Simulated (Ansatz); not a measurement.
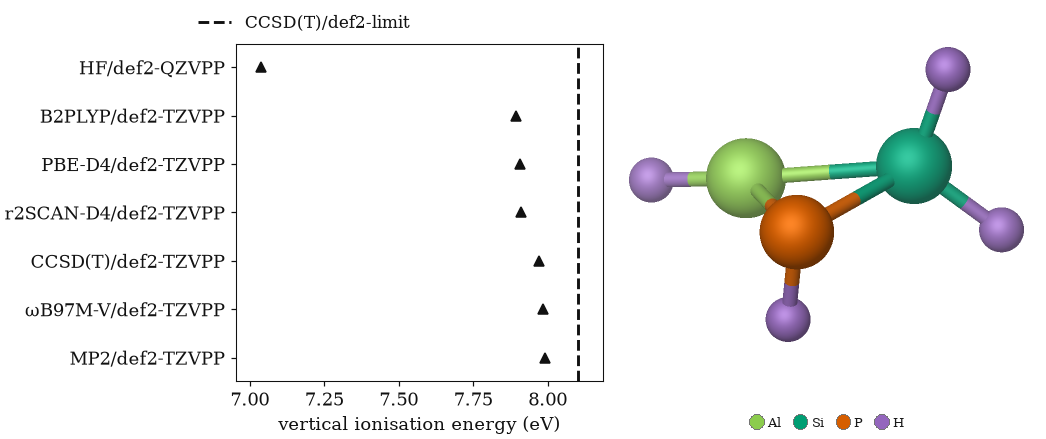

Vertical ionisation energy of AlSiPH₄, SMILES [AlH]1[SiH2][PH]1, singlet, taken as the energy of the cation less that of the neutral at fixed geometry (unrestricted doublet cation, cores frozen in correlated methods, no spin-orbit coupling), the Ansatz code, at a PBE0-D4/def2-TZVP geometry (a minimum by its frequencies). Limit means an estimate of the basis limit from triple and quadruple zeta; for coupled cluster it is either extrapolated directly or built as the MP2 limit plus the step from MP2 in triple zeta. B2PLYP/def2-TZVPP holds a correlation term that converges slowly with the basis, so part of the distance to the limit is basis error. The distance of CCSD(T)/def2-TZVPP and MP2/def2-TZVPP to the limit includes basis error.

Q: What range do the values span, the line included?

A: From 7.04 eV (HF/def2-QZVPP) to 8.10 eV (CCSD(T)/def2-limit).

Q: Give the values.

A:
| level | eV | less CCSD(T)/def2-limit |
| --- | --- | --- |
| HF/def2-QZVPP | 7.04 | −1.06 |
| B2PLYP/def2-TZVPP | 7.89 | −0.21 |
| PBE-D4/def2-TZVPP | 7.91 | −0.19 |
| r2SCAN-D4/def2-TZVPP | 7.91 | −0.19 |
| CCSD(T)/def2-TZVPP | 7.97 | −0.13 |
| ωB97M-V/def2-TZVPP | 7.98 | −0.12 |
| MP2/def2-TZVPP | 7.99 | −0.11 |
| CCSD(T)/def2-limit | 8.10 | 0.00 |
